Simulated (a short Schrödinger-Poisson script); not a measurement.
Stack: MOS inversion layer, SiO2 on p-type Si(111), at 400 K.

| layer | material | thickness (nm) | Na (cm⁻³) |
|---|---|---|---|
| 1 | SiO2 | 4.8 | - |
| 2 | Si | 910 | 2.2e17 |

Constants are typed, rounded textbook-type inputs, not results; the design itself was drawn at random and stands for no fabricated device. SiO2: permittivity 3.9, conduction-band edge (eV) 3.15, gap (eV) 9, electron mass (mₑ) 0.5. Si: permittivity 11.7, conduction-band edge (eV) 0, gap (eV) 1.124, Nv at 300 K (cm⁻³) 3.1e19.

Channel valleys (confinement mass, in-plane density-of-states mass, number): Δ6 0.258, 0.358, 6. At the gate the conduction-band edge of layer 1 lies 3.52 eV − eVg above the Fermi level of the channel; the field vanishes at the back. Gaps are held at their typed values at every temperature. Mesh 0.03 nm at interfaces.

Solved with a short Schrödinger-Poisson script written for these runs: 1D Poisson equation in equilibrium, electrons quantum, Hartree (BenDaniel-Duke, 12 states a valley, the channel's in-plane mass for all, wave functions ending at the dielectric), parabolic valleys, classical holes, full ionisation, no traps, pinning or gate leakage.

Only gate voltages with over 1e8 electrons/cm² are shown.

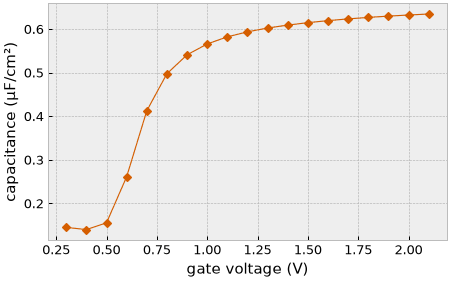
Figure: Quasi-static capacitance against gate voltage

```tsv
Vg (V)	electrons (cm⁻²)	C (μF/cm²)	Δ6 E0 (meV)	Δ6 E1 (meV)
0.3	1.17e8	0.145	437.1	499.8
0.4	1.04e9	0.140	361.0	427.0
0.5	9.25e9	0.156	285.2	354.2
0.6	6.46e10	0.261	217.7	289.6
0.7	2.35e11	0.413	172.6	247.3
0.8	5.01e11	0.498	146.2	223.4
0.9	8.13e11	0.541	129.0	208.8
1	1.15e12	0.566	116.6	198.8
1.1	1.50e12	0.582	106.9	191.5
1.2	1.87e12	0.594	99.1	185.9
1.3	2.24e12	0.603	92.5	181.4
1.4	2.61e12	0.609	86.7	177.7
1.5	3.00e12	0.615	81.7	174.7
1.6	3.38e12	0.620	77.2	172.1
1.7	3.77e12	0.623	73.1	169.9
1.8	4.16e12	0.627	69.4	168.0
1.9	4.55e12	0.630	66.0	166.3
2	4.94e12	0.632	62.8	164.8
2.1	5.34e12	0.635	59.9	163.5
```

Subbands count from the Fermi level.
